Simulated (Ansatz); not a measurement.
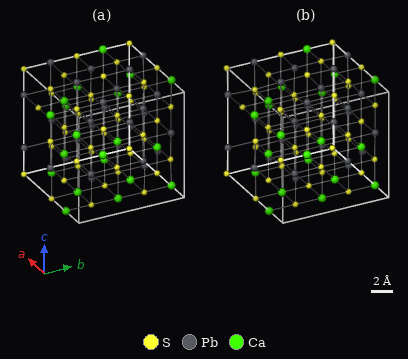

The structure of solid S₃₂Pb₂₀Ca₁₂ (a generated structure, set up in P1) before (left) and after (right) a relaxation, at one scale.

The picture is a ball-and-stick view of the cell of the calculation (origin shifted), seen from a free direction.

These are results of Ansatz, DFT, PBEsol, PAW, plane waves, not measurements. (plane-wave cutoff 420 eV; k-point mesh 1 × 1 × 1; mesh shifted by (0.25, 0.25, 0.25); no spin polarisation; cell relaxed at fixed shape; force threshold 0.03 eV/Å; at most 80 steps)

Summarise the run.

Over 4 geometry steps the energy falls by 0.951 eV per cell of the calculation. The largest force component goes from 0.67 to 0.0093 eV/Å. Pressure: 0.78 GPa at the start and 0.00 GPa at the end. The atom that moves furthest relative to the cell is an S atom (0.15 Å roughly along [−2 −1 −3]). By element the largest moves are S 0.15 Å, Ca 0.09 Å, Pb 0.08 Å. Cell: a = b = c 11.597 → 11.626 Å (+0.3 %). Volume +0.8 %. Near-neighbour distances that change, for instance: Pb–S 2.869 → 3.070 Å, Pb–S 2.866 → 3.031 Å, Pb–S 2.911 → 3.062 Å, Pb–S 2.854 → 3.001 Å. Bond angles that change, for instance: Ca–S–Ca 88.6° → 93.5°, Pb–S–Pb 179.2° → 174.3°, S–Pb–S 88.5° → 93.0°. The space group stays P1 (No. 1). Cost: 64 s on 16 threads of Intel(R) Xeon(R) Platinum 8259CL CPU @ 2.50GHz, peak memory 3.4 GiB.
